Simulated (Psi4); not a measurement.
# PH (SMILES [PH]) at U-wB97X-V/cc-pVTZ

What is the vertical ionisation energy of PH at U-wB97X-V/cc-pVTZ? 

The calculation is run with Psi4 1.11.

2 further runs of the same task are left out: 1 that didn't finish, 1 set aside as unsound or not needed.

**1. Starting point**

The species is PH (2 atoms), meant as a triplet with charge 0. As SMILES, `[PH]`. Geometry: relaxed at PBE0-D4/def2-TZVP.

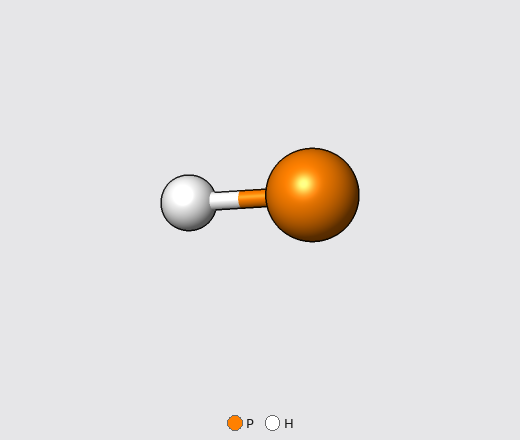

The structure, seen from a chosen angle (phosphorus orange, hydrogen white).

**2. The energy at U-wB97X-V/cc-pVTZ**

Contents of hp.dat:

```
memory 1600 mb

molecule {
  0 3
  P      0.000000     0.000000    -0.014610
  H      0.000000     0.000000     1.413680
  symmetry c1
  no_reorient
  no_com
}

set basis cc-pVTZ
set reference uks
set puream true
set e_convergence 1e-09
set d_convergence 1e-08
set scf_type pk
set dft_radial_points 99
set dft_spherical_points 590
set maxiter 100

energy_value, wavefunction = energy('wb97x-v', return_wfn=True)
print_variables()
```

Started as:

```bash
$ psi4 -n 1 hp.dat hp.out
```

hp.out:

```text
[...]
  Running in c1 symmetry.
[...]
  Nuclear repulsion =    5.557455530774563
[...]
  Multiplicity = 3
[...]
  Nalpha       = 9
  Nbeta        = 7
[...]
    Number of basis functions: 48
[...]
   @UKS iter   1:  -341.81684979071525   -5.07417e-01   3.71829e-03 ADIIS/DIIS
[...]
   @UKS iter  10:  -341.82829430070848   -5.79803e-12   6.10569e-09 DIIS
[...]
   @S^2 Observed:                2.006110952E+00
[...]
    Orbital Energies [Eh]
    ---------------------
    Alpha Occupied:
       1A    -77.124403     2A     -6.684505     3A     -4.841808
       4A     -4.841808     5A     -4.834051     6A     -0.748181
       7A     -0.448322     8A     -0.351527     9A     -0.351527
    Alpha Virtual:
      10A      0.112909    11A      0.252910    12A      0.348796
      13A      0.348796    14A      0.356740    15A      0.356740
      16A      0.357618    17A      0.357618    18A      0.361247
      19A      0.475185    20A      0.658514    21A      0.910797
      22A      0.910797    23A      1.170060    24A      1.345266
      25A      1.345266    26A      1.348070    27A      1.348070
[...]
  @UKS Final Energy:  -341.82829430070848
   => Energetics <=
    Nuclear Repulsion Energy =              5.5574555307745630
    One-Electron Energy =                -483.2052082313046526
    Two-Electron Energy =                 153.3540360150516619
    DFT Exchange-Correlation Energy =     -17.6027562863029274
    Empirical Dispersion Energy =           0.0000000000000000
    VV10 Nonlocal Energy =                  0.0681786710728168
    Total Energy =                       -341.8282943007085350
[...]
 Multipole Moments:
 ------------------------------------------------------------------------------------
     Multipole            Electronic (a.u.)      Nuclear  (a.u.)        Total (a.u.)
 ------------------------------------------------------------------------------------
 L = 1.  Multiply by 2.5417464519 to convert [e a0] to [Debye]
 Dipole X            :          0.0000000            0.0000000            0.0000000
 Dipole Y            :          0.0000000            0.0000000            0.0000000
 Dipole Z            :         -2.0508299            2.2573345            0.2065047
 Magnitude           :                                                    0.2065047
[...]
```

Run time: 9.9 s. Hardware: 1 thread of Intel Xeon Platinum 8488C (Sapphire Rapids), shared host; peak memory 0.57 GiB.

**3. The doublet cation**

Contents of hp.xyz:

```xyz
2
HP
P      0.000000     0.000000    -0.014610
H      0.000000     0.000000     1.413680
```

Contents of run_ase.py:

```python
import numpy as np
from ase.calculators.psi4 import Psi4
from ase.io import read

atoms = read('hp.xyz')
calc = Psi4(atoms=atoms, method='wb97x-v', basis='cc-pVTZ', memory='1600MB', num_threads=1, charge=1, multiplicity=2, label='psi4-calc', reference='uks')
calc.psi4.set_options({'puream': True, 'e_convergence': 1e-09, 'd_convergence': 1e-08, 'scf_type': 'pk', 'dft_radial_points': 99, 'dft_spherical_points': 590, 'maxiter': 100})
atoms.calc = calc

print(f'energy: {atoms.get_potential_energy():.6f} eV')
```

Started as:

```bash
$ python run_ase.py
```

psi4-calc.dat:

```text
[...]
  Running in c1 symmetry.
[...]
  Nuclear repulsion =    5.557455530774563
[...]
  Multiplicity = 2
[...]
  Nalpha       = 8
  Nbeta        = 7
[...]
    Number of basis functions: 48
[...]
   @UKS iter   1:  -341.43613700823158   -1.26704e-01   3.44620e-03 ADIIS/DIIS
[...]
   @UKS iter  10:  -341.45812271413905   -2.31921e-11   7.87607e-09 DIIS
[...]
   @S^2 Observed:                7.541538995E-01
[...]
    Orbital Energies [Eh]
    ---------------------
    Alpha Occupied:
       1A    -77.522549     2A     -7.073770     3A     -5.235717
       4A     -5.228647     5A     -5.219170     6A     -1.062221
       7A     -0.759148     8A     -0.669460
    Alpha Virtual:
       9A     -0.387510    10A     -0.146681    11A      0.008977
      12A      0.055381    13A      0.063450    14A      0.071983
      15A      0.075174    16A      0.105055    17A      0.105082
      18A      0.106670    19A      0.231961    20A      0.378658
      21A      0.633295    22A      0.637276    23A      0.889846
      24A      1.018009    25A      1.018086    26A      1.021663
[...]
  @UKS Final Energy:  -341.45812271413905
   => Energetics <=
    Nuclear Repulsion Energy =              5.5574555307745630
    One-Electron Energy =                -477.3397546643999476
    Two-Electron Energy =                 147.7236498698634932
    DFT Exchange-Correlation Energy =     -17.4646300594741355
    Empirical Dispersion Energy =           0.0000000000000000
    VV10 Nonlocal Energy =                  0.0651566090969468
    Total Energy =                       -341.4581227141390514
[...]
 Multipole Moments:
 ------------------------------------------------------------------------------------
     Multipole            Electronic (a.u.)      Nuclear  (a.u.)        Total (a.u.)
 ------------------------------------------------------------------------------------
 L = 1.  Multiply by 2.5417464519 to convert [e a0] to [Debye]
 Dipole X            :          0.0000000            0.0000000            0.0000000
 Dipole Y            :          0.0000000            0.0000000            0.0000000
 Dipole Z            :         -0.9662794            1.3381952            0.3719159
 Magnitude           :                                                    0.3719159
[...]
```

Standard output:

```text
energy: -9291.548788 eV
```

Run time: 9.9 s. Hardware: 1 thread of Intel Xeon Platinum 8488C (Sapphire Rapids), shared host; peak memory 0.6 GiB.

**4. What came out**

Level: U-wB97X-V/cc-pVTZ.

| quantity | value |
| --- | --- |
| triplet PH: total energy | -341.82829 Eh |
| triplet PH: dipole moment | 0.52 D |
| triplet PH: HOMO energy (highest over α and β) | -9.57 eV |
| triplet PH: LUMO energy (lowest over α and β) | -0.89 eV |
| triplet PH: ⟨S²⟩ | 2.006 |
| doublet cation: total energy | -341.45812 Eh |
| doublet cation: HOMO energy (highest over α and β) | -18.22 eV |
| doublet cation: LUMO energy (lowest over α and β) | -10.54 eV |
| doublet cation: ⟨S²⟩ | 0.754 |
| vertical ionisation energy (to the doublet cation) | 10.073 eV |

Removing an electron at fixed nuclei costs 10.07 eV (232 kcal/mol).
